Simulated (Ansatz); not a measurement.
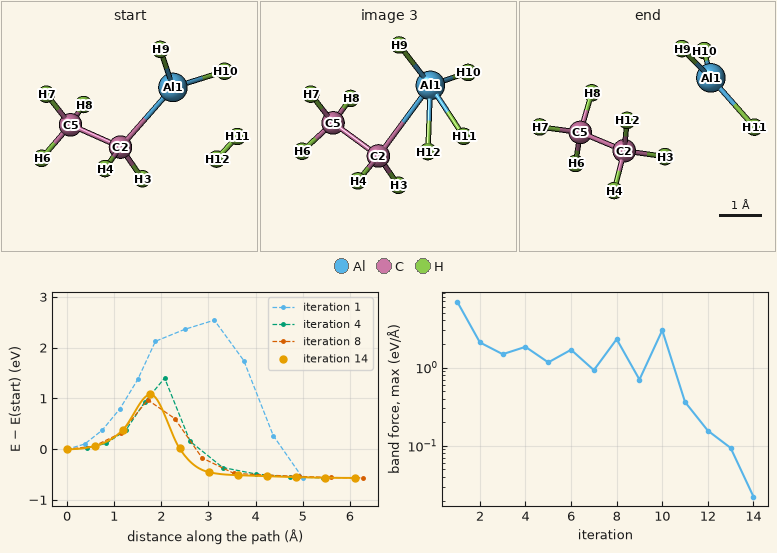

A nudged-elastic-band calculation for C₂H₉Al, made up at the start of C2H7Al and H$_{2}$. Images are numbered from 0 (start) to 10 (end). The plot follows the band through its iterations. Style: ball-and-stick. Shown at a tilt.

Computed with RKS PBE0/6-31G* (Ansatz). Run with 9 movable images; climbing image; force threshold 0.05 eV/Å; iteration limit 60; starting path through a guess of the saddle point.

How did the profile develop, and is the result final?

The run is converged, with reservations. The band converged in 14 iterations. The largest component of the band force went from 7 to 0.023 eV/Å. The climbing image converged on the top of the path. Its vibrational analysis gives 2 imaginary modes over 30i cm⁻¹, so it isn't confirmed as a transition state. The first iteration put the highest image at 2.54 eV. Forward barrier 1.08 eV, backward barrier 1.65 eV, with image 3 at the top; the reaction energy is −0.57 eV.

Limits of the set-up: the start holds two separate molecules, 2.3 Å apart at their closest, whose relative position is a soft coordinate and is computed without a dispersion correction.

Cost: 6.4 min on 1 thread of Arm Neoverse V1, on a shared host, peak memory 0.13 GiB.
